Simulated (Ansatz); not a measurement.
**Carrier doping in TiO2**

Take TiO2 in the rutile structure (space group P4_2/mnm, No. 136; a = 4.591 Å, c = 2.939 Å) as the base.

Carriers are added at fixed cell with a uniform background; the Fermi–Dirac width is that of 300 K.

Calculations: PBEsol (Ansatz, an electronic-structure program, PAW, no SOC).

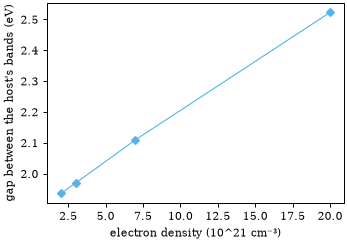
*Gap between the host's bands against electron density*

```
electron density (10^21 cm⁻³)  gap between the host's bands
-----------------------------  ----------------------------
2                                                   1.94 eV
3                                                   1.97 eV
7                                                   2.11 eV
20                                                  2.52 eV
```

Charged cell with a jellium background: band edges are those of the host's band count, energies are not comparable with the neutral cell, and many-body gap narrowing is missing. Whether these cells are dynamically stable was not tested. All final runs are without spin polarisation.
